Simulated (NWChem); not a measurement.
**One shape, several levels: quartet CaI**

We compute a comparison of 3 runs (UHF/STO-3G, UHF/3-21G, UMP3/def2-TZVPP) of quartet CaI. 

The calculation is run with NWChem 7.3.0.

20 further runs of the same task are left out: 20 set aside as unsound or not needed.

## Step 1: The system as given

The species is CaI (2 atoms), meant as a quartet with charge 0. SMILES of the parent species: `[Ca][I]`. The shape is that of a PBE0-D4/def2-TZVP optimisation. That shape belongs to the parent species and isn't relaxed for this state.

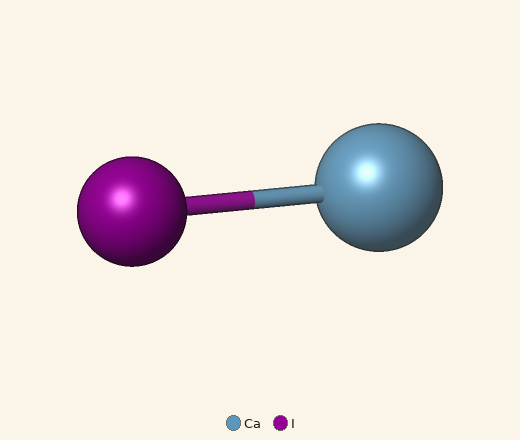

The structure, seen from a chosen angle (calcium blue, iodine purple).

## Step 2: The energy at UHF/STO-3G (run 1)

File run.py:

```python
from ase import Atoms
from ase.calculators.nwchem import NWChem

molecule = Atoms(['Ca', 'I'], positions=[
    [-0.000000, -0.000000, 0.051180],
    [0.000000, 0.000000, 2.876020],
])

calc = NWChem(
    label='nw',
    theory='scf',
    memory='2200 mb',
    basis='STO-3G',
    basispar='spherical bse',
    scf={'nopen': '3', 'uhf': None, 'thresh': '1e-08', 'maxiter': '80', 'print': 'low'},
    task='energy',
)
molecule.calc = calc

e = molecule.get_potential_energy()
print(f"E = {e:.6f} eV")
```

Run with:

```console
$ export ASE_NWCHEM_COMMAND="nwchem PREFIX.nwi > PREFIX.nwo"
$ python run.py
```

Log:

```text
E = -204644.857474 eV
```

The calculator wrote nw.nwi:

```
title "nw"

permanent_dir nw

scratch_dir nw

start nw

geometry units angstrom nocenter noautosym noautoz
  Ca -0.0000000000000000e+00 -0.0000000000000000e+00 5.1180000000000003e-02
  I  0.0000000000000000e+00 0.0000000000000000e+00 2.8760200000000000e+00
end

memory 2200 mb

basis spherical bse noprint
   * library STO-3G
end

scf
  nopen 3
  uhf
  thresh 1e-08
  maxiter 80
  print low
end

task scf energy
```

nw.nwo:

```text
Northwest Computational Chemistry Package (NWChem) 7.3.0
             --------------------------------------------------------

           Job information
           ---------------

    nwchem branch   = 7.3.0
    use scalapack   = T
    input           = nw.nwi
    prefix          = nw.
    data base       = nw/nw.db
    status          = startup
    nproc           =        1

           Memory information
           ------------------

    heap     =     72089596 doubles =      550.0 Mbytes
    stack    =     72089601 doubles =      550.0 Mbytes
    global   =    144179200 doubles =     1100.0 Mbytes (distinct from heap & stack)
    total    =    288358397 doubles =     2200.0 Mbytes
    verify   = yes
    hardfail = no

           Directory information
           ---------------------

  0 permanent = nw
  0 scratch   = nw

                                NWChem Input Module
                                -------------------

                                        nw
                                        --

[... 21 lines left out ...]
            Nuclear Dipole moment (a.u.)
[... 21 lines left out ...]

                                 NWChem SCF Module
                                 -----------------

                                        nw

  ao basis        = "ao basis"
  functions       =    40
  atoms           =     2
  alpha electrons =    38
  beta  electrons =    35
  charge          =   0.00
  wavefunction    = UHF
  input vectors   = atomic
  output vectors  = nw/nw.movecs
  use symmetry    = F
  symmetry adapt  = F

 Forming initial guess at       0.1s

 Starting SCF solution at       0.3s

  ga_iter_lsolve: convergence stagnant ... aborting solve

       Final UHF  results
       ------------------

         Total SCF energy =  -7520.559860148677
      One electron energy = -10754.646829642799
      Two electron energy =   3035.517180076074
 Nuclear repulsion energy =    198.569789418048

                       Sz =      1.5000
                 Sz(Sz+1) =      3.7500
                      S^2 =      3.7506

        Time for solution =     17.6s

 Task  times  cpu:       17.9s     wall:       17.9s
 Total times  cpu:       17.9s     wall:       17.9s
```

It took 20 s on 1 thread of Intel Xeon Platinum 8259CL at 2.50GHz (Skylake/Cascade Lake), shared host; peak memory 0.099 GiB.

## Step 3: The energy at UHF/3-21G (run 2)

File mol.nw:

```
start mol
memory stack 880 mb heap 220 mb global 1100 mb
charge 0
geometry noautosym nocenter noautoz
Ca       0.000000       0.000000       0.051180
I        0.000000       0.000000       2.876020
end
basis spherical bse
Ca library 3-21G
I library 3-21G
end
scf
nopen 3
uhf
thresh 1e-08
maxiter 80
print low
end
task scf
```

Run with:

```console
$ nwchem mol.nw > mol.out
```

Log:

```text
[...]
  functions       =    48
[...]
  wavefunction    = UHF
[...]
         Total SCF energy =  -7560.627932610356
      One electron energy = -10791.528244561341
      Two electron energy =   3032.330522532937
 Nuclear repulsion energy =    198.569789418048
                       Sz =      1.5000
                 Sz(Sz+1) =      3.7500
                      S^2 =      3.7504
[...]
```

Run time: 21 s. Hardware: 1 thread of Intel Xeon Platinum 8259CL at 2.50GHz (Skylake/Cascade Lake), shared host; peak memory 0.097 GiB.

## Step 4: The energy at UMP3/def2-TZVPP (core potential) (run 3)

File nw.nw:

```
start nw
title "CaI mp3"
memory stack 330 mb heap 110 mb global 1760 mb
charge 0

geometry units atomic noautosym nocenter noautoz
 Ca  0.00000000  0.00000000  0.09671618
 I   0.00000000  0.00000000  5.43489013
end

basis spherical bse
 * library def2-TZVPP
end

ecp bse
 I library def2-TZVPP
end

scf
 quartet
 uhf
 thresh 1e-08
 maxiter 80
 print low
end

tce
 scf
 mbpt3
 freeze core 9
 maxiter 60
end

task tce energy
```

Run with:

```console
$ nwchem nw.nw > nw.out
```

Log:

```text
[...]
  functions       =    86
[...]
  wavefunction    = UHF
[...]
         Total SCF energy =   -973.344584169120
      One electron energy =  -1629.193263114390
      Two electron energy =    562.183690752070
 Nuclear repulsion energy =     93.664988193200
                       Sz =      1.5000
                 Sz(Sz+1) =      3.7500
                      S^2 =      3.7602
[...]
         Wavefunction type : Unrestricted Hartree-Fock
          No. of electrons :    45
[...]
         Spin multiplicity : quartet
[...]
```

Run time: 3.2 min. Hardware: 1 thread of Intel Xeon Platinum 8259CL at 2.50GHz (Skylake/Cascade Lake), shared host; peak memory 1.4 GiB.

## Step 5: All runs side by side

```
run                             level  module  core potential   energy (Eh)   ⟨S²⟩  wall time
  1                        UHF/STO-3G     scf               –  -7520.559860  3.751       20 s
  2                         UHF/3-21G     scf               –  -7560.627933  3.750       21 s
  3  UMP3/def2-TZVPP (core potential)     tce      def2-TZVPP   -973.981778  3.760    3.2 min
```

## Step 6: Summary of results

```
                                          quantity          value
                               run 3: total energy  -973.98178 Eh
run 3: correlation energy (9 core orbitals frozen)     -637.2 mEh
          run 3: ⟨S²⟩ of the reference determinant          3.760
```

**Reading.** Some runs of one species differ in core potentials or relativity; totals across that change don't compare. In run 1 the basis is minimal, so the values are rough. In runs 1, 2 relativity is left out where basis or elements ask for it. All runs together took 3.8 min, the longest 3.2 min.
